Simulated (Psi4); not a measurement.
**CAM-B3LYP/def2-TZVPPD run of BH2F (SMILES [H]B([H])F)**

What is the vertical electron affinity of BH2F at CAM-B3LYP/def2-TZVPPD? 

Program for the calculation: Psi4 1.11.

## 1. The system as given

BH2F: 4 atoms, total charge 0, spin state singlet. As SMILES, `[H]B([H])F`. Geometry: relaxed at GFN2-xTB.

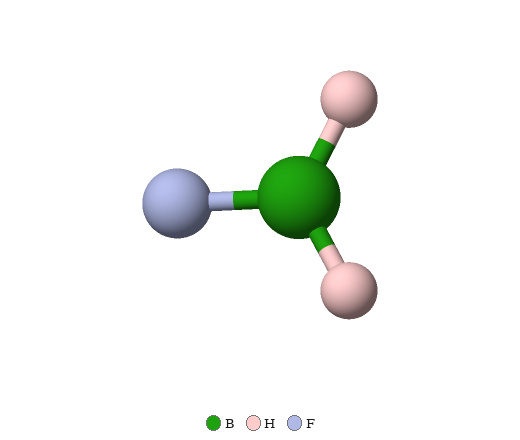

Viewed from a chosen angle; boron green, hydrogen pink, fluorine light blue.

## 2. A single-point energy at CAM-B3LYP/def2-TZVPPD

calc.dat reads:

```
memory 1600 MB

molecule molecule1 {
  B
  H 1 r2
  H 1 r3 2 a3
  F 1 r4 3 a4 2 d4

  r2 = 1.171483
  r3 = 1.171471
  a3 = 125.36319
  r4 = 1.305725
  a4 = 117.32068
  d4 = -179.82874
  units angstrom
  symmetry c1
}

set basis def2-TZVPPD
set puream true
set e_convergence 1e-09
set d_convergence 1e-08
set scf_type pk
set dft_radial_points 99
set dft_spherical_points 590

energy('cam-b3lyp')
```

The run is started by

```
$ psi4 calc.dat calc.out -n 1
```

calc.out, cut to the lines that bear on the results:

```text
[...]
  Running in c1 symmetry.
[...]
  Nuclear repulsion =   27.508340644648172
[...]
  Multiplicity = 1
[...]
  Nalpha       = 8
  Nbeta        = 8
[...]
    Number of basis functions: 111
[...]
   @RKS iter   1:  -125.90013581149523   -5.98524e-01   3.13045e-03 DIIS/ADIIS
[...]
   @RKS iter   9:  -125.93999558113173   -6.12488e-12   2.68121e-09 DIIS
[...]
    Orbital Energies [Eh]
    ---------------------
    Doubly Occupied:
       1A    -24.776844     2A     -6.878048     3A     -1.311156
       4A     -0.649821     5A     -0.565856     6A     -0.546318
       7A     -0.528473     8A     -0.401142
[...]
  @RKS Final Energy:  -125.93999558113173
   => Energetics <=
    Nuclear Repulsion Energy =             27.5083406446481717
    One-Electron Energy =                -227.9107378417616019
    Two-Electron Energy =                  85.6589210193082380
    DFT Exchange-Correlation Energy =     -11.1965194033265334
    Empirical Dispersion Energy =           0.0000000000000000
    VV10 Nonlocal Energy =                  0.0000000000000000
    Total Energy =                       -125.9399955811317255
[...]
 Multipole Moments:
 ------------------------------------------------------------------------------------
     Multipole            Electronic (a.u.)      Nuclear  (a.u.)        Total (a.u.)
 ------------------------------------------------------------------------------------
 L = 1.  Multiply by 2.5417464519 to convert [e a0] to [Debye]
 Dipole X            :          0.0016024           -0.0032257           -0.0016232
 Dipole Y            :         -1.7016346            1.9754724            0.2738377
 Dipole Z            :         -0.8789726            1.0203756            0.1414029
 Magnitude           :                                                    0.3081956
[...]
```

Run time: 11 s. Hardware: 1 thread of Intel Xeon 6975P-C (Granite Rapids), shared host; peak memory 0.77 GiB.

## 3. The doublet anion: energy and gradient at UCAM-B3LYP/def2-TZVPPD

input.inp reads:

```
memory 1600 MB

molecule {
  -1 2
  B
  H 1 r2
  H 1 r3 2 a3
  F 1 r4 3 a4 2 d4

  r2 = 1.171483
  r3 = 1.171471
  a3 = 125.36319
  r4 = 1.305725
  a4 = 117.32068
  d4 = -179.82874
  symmetry c1
  no_reorient
  no_com
}

set reference uks
set puream true
set e_convergence 1e-09
set d_convergence 1e-08
set scf_type pk
set dft_radial_points 99
set dft_spherical_points 590
set maxiter 200

result, w = gradient("cam-b3lyp/def2-TZVPPD", return_wfn=True)
oeprop(w, "MULLIKEN_CHARGES", "LOWDIN_CHARGES", "WIBERG_LOWDIN_INDICES")
```

The run is started by

```
$ psi4 -i input.inp -o input.out -n 1
```

input.out, cut to the lines that bear on the results:

```text
[...]
  Running in c1 symmetry.
[...]
  Nuclear repulsion =   27.508340644648172
[...]
  Multiplicity = 2
[...]
  Nalpha       = 9
  Nbeta        = 8
[...]
    Number of basis functions: 111
[...]
   @UKS iter   1:  -125.74145213834935   -4.39841e-01   4.90320e-03 ADIIS/DIIS
[...]
   @UKS iter  19:  -125.90586437145951   -9.56533e-11   5.27277e-09 DIIS
[...]
   @S^2 Observed:                7.526828213E-01
[...]
  @UKS Final Energy:  -125.90586437145951
   => Energetics <=
    Nuclear Repulsion Energy =             27.5083406446481717
    One-Electron Energy =                -232.1128574736533778
    Two-Electron Energy =                  90.0184024779682090
    DFT Exchange-Correlation Energy =     -11.3197500204225161
    Empirical Dispersion Energy =           0.0000000000000000
    VV10 Nonlocal Energy =                  0.0000000000000000
    Total Energy =                       -125.9058643714595149
[...]
 Multipole Moments:
 ------------------------------------------------------------------------------------
     Multipole            Electronic (a.u.)      Nuclear  (a.u.)        Total (a.u.)
 ------------------------------------------------------------------------------------
 L = 1.  Multiply by 2.5417464519 to convert [e a0] to [Debye]
 Dipole X            :          0.1123472           -0.0032257            0.1091215
 Dipole Y            :         -3.3395930            1.9754724           -1.3641207
 Dipole Z            :         -1.7249709            1.0203756           -0.7045953
 Magnitude           :                                                    1.5392164
[...]
  -Total Gradient:
     Atom            X                  Y                   Z
    ------   -----------------  -----------------  -----------------
       1        0.001636256730    -0.051437594899    -0.026578065178
       2       -0.000505348904    -0.002584597617    -0.017818363289
       3       -0.000505391165    -0.016027055093     0.008211293424
       4       -0.000625587698     0.070051286427     0.036186188277
[...]
```

Wall time 36 s (1 thread of Intel Xeon 6975P-C (Granite Rapids), shared host); peak memory 0.77 GiB.

## 4. What came out

Level: CAM-B3LYP/def2-TZVPPD.

```
                                         quantity          value
                       singlet BH2F: total energy  -125.94000 Eh
                      singlet BH2F: dipole moment         0.78 D
                        singlet BH2F: HOMO energy      -10.92 eV
                        singlet BH2F: LUMO energy       -0.12 eV
                      singlet BH2F: HOMO–LUMO gap       10.80 eV
                      doublet anion: total energy  -125.90586 Eh
doublet anion: HOMO energy (highest over α and β)        1.96 eV
 doublet anion: LUMO energy (lowest over α and β)        4.44 eV
                              doublet anion: ⟨S²⟩          0.753
          doublet anion: largest force on an atom     4.055 eV/Å
vertical electron affinity (to the doublet anion)      -0.929 eV
```

In words: The anion lies 0.93 eV (89.6 kJ/mol) above the neutral: the electron isn't bound at this level, and such a value depends on the basis. The HOMO (doublet anion) lies at positive energy, 1.96 eV; only total energies tell whether the electron is bound.
